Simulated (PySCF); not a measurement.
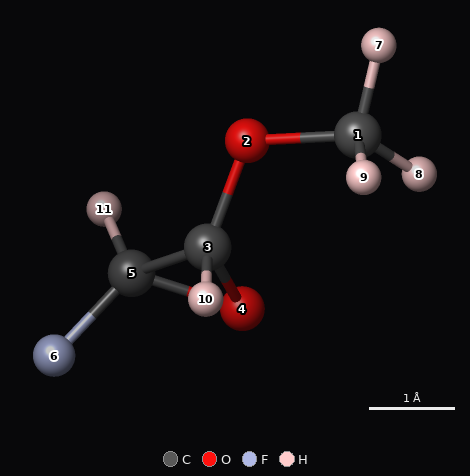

*The structure (ball-and-stick view, seen at a tilt; atoms are numbered from 1 in the order of the input).*

Bond lengths as drawn: C–C 1.45 Å, C–F 1.34 Å, C–H 1.10 to 1.11 Å and C–O 1.35 to 1.43 Å.

## NMR shielding calculation, with input and output: C$_{3}$H$_{5}$FO$_{2}$

C$_{3}$H$_{5}$FO$_{2}$, computed with GIAO CAM-B3LYP/pcSseg-2 NMR shielding, non-relativistic, gas phase (PySCF 2.14.0).

The geometry comes from this level: PBE0-D3(BJ)/def2-SVP. Figures and captions count atoms from 1; the log counts them from 0 in places.

What the program printed
```
coarse grid: 9616 points
cycle   1  E = -367.4331485994  dE =  1.187e+00  |g| = 9.548e-01  |ddm| = 2.179e+00
cycle   2  E = -367.3353339938  dE =  9.781e-02  |g| = 1.258e+00  |ddm| = 9.972e-01
cycle   3  E = -367.5866723687  dE = -2.513e-01  |g| = 7.862e-02  |ddm| = 5.663e-01
cycle   4  E = -367.5871900340  dE = -5.177e-04  |g| = 5.726e-02  |ddm| = 7.056e-02
cycle   5  E = -367.5877107453  dE = -5.207e-04  |g| = 1.045e-02  |ddm| = 2.991e-02
cycle   6  E = -367.5877295948  dE = -1.885e-05  |g| = 1.482e-03  |ddm| = 7.610e-03
cycle   7  E = -367.5877301809  dE = -5.861e-07  |g| = 5.463e-04  |ddm| = 1.706e-03
final grid: 94504 points
cycle   8  E = -367.5853218122  dE = -6.610e-05  |g| = 3.882e-03  |ddm| = 2.829e-02
cycle   9  E = -367.5853216421  dE =  1.701e-07  |g| = 4.127e-03  |ddm| = 3.606e-03
cycle  10  E = -367.5853243397  dE = -2.698e-06  |g| = 4.897e-04  |ddm| = 1.854e-03
cycle  11  E = -367.5853243657  dE = -2.602e-08  |g| = 2.437e-04  |ddm| = 3.373e-04
cycle  12  E = -367.5853243768  dE = -1.104e-08  |g| = 5.468e-05  |ddm| = 1.425e-04
cycle  13  E = -367.5853243772  dE = -4.604e-10  |g| = 1.488e-05  |ddm| = 3.500e-05
```

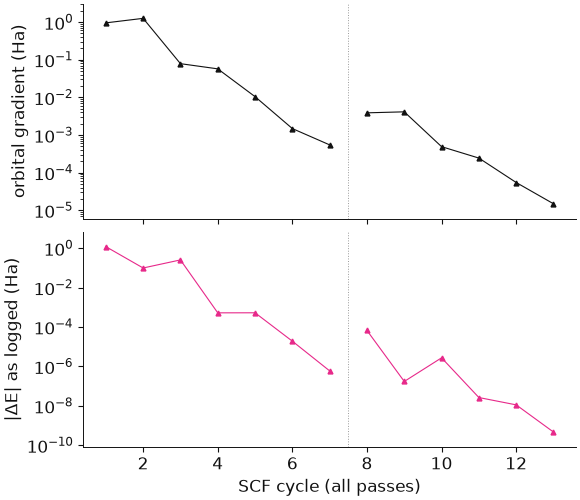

*Convergence of the self-consistent field: orbital gradient and size of the energy change against the SCF cycle. The dotted line marks the change from a coarse to the final integration grid.*

The first 7 cycles use a coarse grid, the final grid takes over at cycle 8, and the field converges after 13 cycles in all.

```
converged SCF energy = -367.5853243772

GIAO shielding tensors (ppm)
atom      isotropic    diamagn.    paramagn.     s11        s22        s33       span
  0 C      125.310     236.871    -111.561     93.300    101.317    181.311     88.011
  1 O      278.584     390.154    -111.570    194.784    293.383    347.583    152.799
  2 C       98.884     243.239    -144.355     50.655     81.879    164.118    113.464
  3 O      212.072     392.265    -180.193     65.488    166.888    403.840    338.352
  4 C       88.791     243.266    -154.475     40.990     73.085    152.298    111.308
  5 F      351.187     465.926    -114.740    263.775    378.225    411.560    147.785
  6 H       27.804      28.480      -0.676     24.079     25.610     33.722      9.643
  7 H       27.801      29.192      -1.392     23.623     26.258     33.521      9.898
  8 H       28.134      29.158      -1.024     24.822     25.863     33.717      8.895
  9 H       27.060      29.971      -2.912     21.344     27.317     32.518     11.174
 10 H       26.144      29.193      -3.049     20.799     26.986     30.647      9.848
```

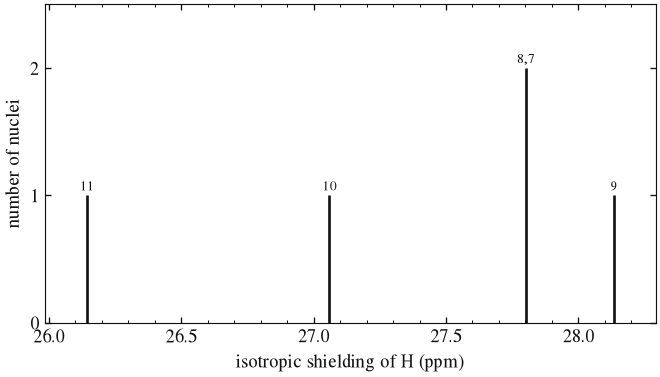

*Isotropic shieldings of the hydrogen nuclei in this fixed geometry, labelled by atom number; shielding grows to the right, so chemical shift grows to the left.*

The least shielded is H11 (26.1 ppm), the most shielded H9 (28.1 ppm).

This output came from the following input.

Input file
```
{"job": {"kind": "nmr", "xc": "CAM-B3LYP", "basis": "pcSseg-2", "pop": false}, "charge": 0, "multiplicity": 1}
C      1.634318     0.718636    -0.204278
O      0.358481     0.743386     0.391399
C     -0.326990    -0.417248     0.268958
O     -0.999174    -0.654498    -0.970012
C     -1.770883    -0.384364     0.139784
F     -2.507309    -1.409719     0.601508
H      2.114091     1.682286     0.008647
H      1.564754     0.583331    -1.296914
H      2.259480    -0.091256     0.215203
H      0.164020    -1.314295     0.678803
H     -2.337078     0.556081     0.143520
```

The first line tells a small driver script what to run in PySCF; the rest is the geometry in Å.

Launch command:
```bash
OMP_NUM_THREADS=1 python <driver script> task.json out
```

Key numbers

- outcome: converged
- total energy: −367.585324 hartree
- HOMO: −9.95 eV
- LUMO: 1.31 eV
- dipole moment: 2.24 D
- isotropic shielding, C: 88.8 to 125.3 ppm
- isotropic shielding, O: 212.1 to 278.6 ppm
- isotropic shielding, F: 351.2 ppm
- isotropic shielding, H: 26.1 to 28.1 ppm
- hardware: 1 CPU thread, shared host
- wall time: 69 s
- peak memory: 1.3 GiB
